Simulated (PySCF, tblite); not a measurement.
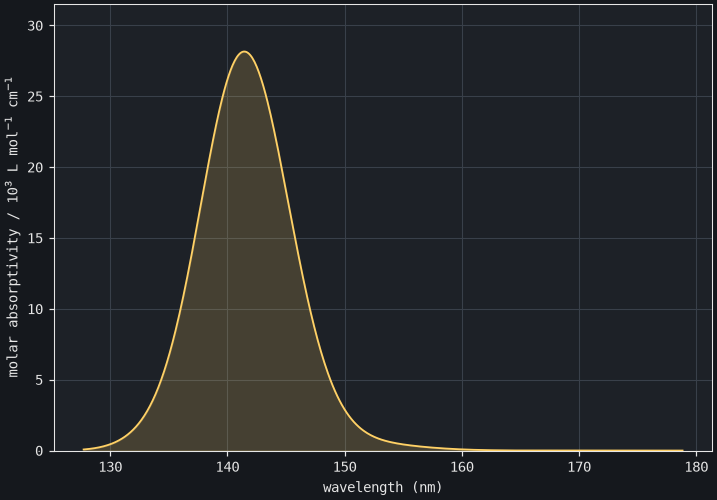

Vertical TDDFT excitations, CAM-B3LYP/def2-SVPD with PySCF, at a GFN2-xTB geometry (a minimum by its frequencies), gas phase. Only the first 8 singlet excitations are included; each is broadened by a Gaussian of 1/e half-width 0.30 eV.

Which molecule gives this spectrum?
A. C₃H₇FGeO, SMILES O=C[C@@H](F)[CH2][GeH3], singlet
B. C₃H₇F₂NSi₂, SMILES C#CC(F)(F)[SiH2][SiH2]N
C. C₂H₉F₂NSi₂, SMILES CC(F)(F)[SiH2][SiH2]N
D. C₂H₇FGe, SMILES FC[CH2][GeH3], singlet

D. Its lowest singlet lies at 8.13 eV (f = 0.008) and the brightest of those computed is S2 at 8.69 eV (143 nm), f = 0.281, mainly HOMO → LUMO+1 (69 %).

Caveats: the tight-binding geometry is rougher than a DFT one and adds to the error; one conformer of a flexible molecule; core orbitals are frozen in the response.
